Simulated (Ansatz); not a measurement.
System (SMILES): [Ge]=[S] (S-Ge) (closed-shell singlet).
Geometry (B3LYP-D3(BJ)/def2-TZVP, fixed):
```
Ge
S 1 2.0285
```
Charge 0, spin multiplicity 1.

Basis-set convergence of the dipole moment at CCSD(T) with Ansatz (a program for electronic structure). Dipoles come from the density behind the forces; the sign is taken along the dipole that this method gives in the largest set. The reference of a correlated method is not its basis-set limit, which lies further on. All functions are spherical. Cores are frozen (with 3d on Ga to Br). No added dispersion term, no relativity. Reference: the value in aug-pcseg-3, 2.071 D, itself unsure by roughly 0.022 D (its mean distance from aug-cc-pV(Q+d)Z, def2-QZVPPD). Deviations are taken from unrounded values.

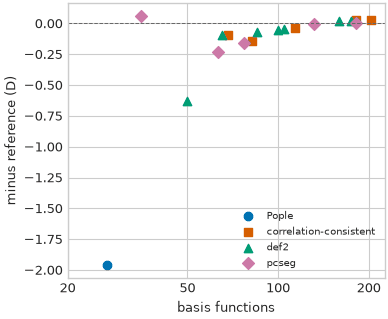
Figure: Deviation from the reference against the number of basis functions, by family of sets.

```tsv
basis	functions	dipole moment (D)	minus reference (D)
STO-3G	27	0.108	-1.963
pcseg-0	35	2.133	0.062
def2-SVP	50	1.438	-0.633
aug-pcseg-1	63	1.839	-0.232
def2-SVPD	65	1.977	-0.095
aug-cc-pV(D+d)Z	68	1.975	-0.096
pcseg-2	77	1.915	-0.157
cc-pV(T+d)Z	82	1.931	-0.140
def2-TZVP	85	2.000	-0.071
def2-TZVPD	100	2.020	-0.051
def2-TZVPPD	105	2.024	-0.047
aug-cc-pV(T+d)Z	114	2.035	-0.036
pcseg-3	132	2.064	-0.007
def2-QZVPP	159	2.091	0.020
def2-QZVPPD	174	2.087	0.016
aug-cc-pV(Q+d)Z	182	2.100	0.028
aug-pcseg-3	182	2.071	0.000
cc-pV(5+d)Z	204	2.098	0.027
```
